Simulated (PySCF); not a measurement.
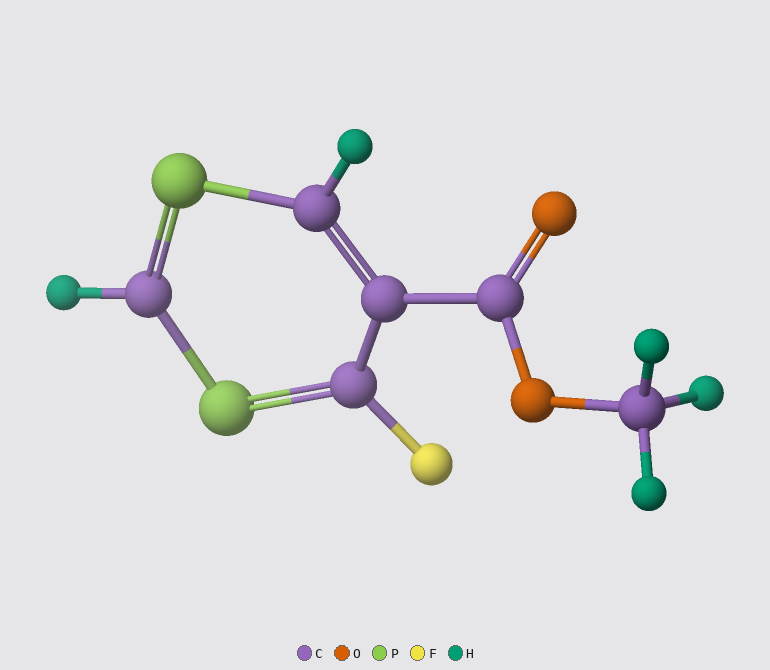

Computed geometry: GFN2-xTB optimisation. No frequency run is at hand to confirm it as a minimum. Method: PBE0/pcSseg-1, gas phase (PySCF 2.14.0).

What does the calculation give?

The species is C₆H₅FO₂P₂ (`COC(=O)c1cpcpc1F`).
- dipole moment: 1.35 D
- HOMO energy (Kohn–Sham orbital): −7.47 eV
- LUMO energy (Kohn–Sham orbital): −2.49 eV
- HOMO–LUMO gap: 4.98 eV

The geometry is semi-empirical. Around P such bond lengths and angles can be off by a tenth of an ångström or more and by several degrees, and values that hang on the shape move with them.
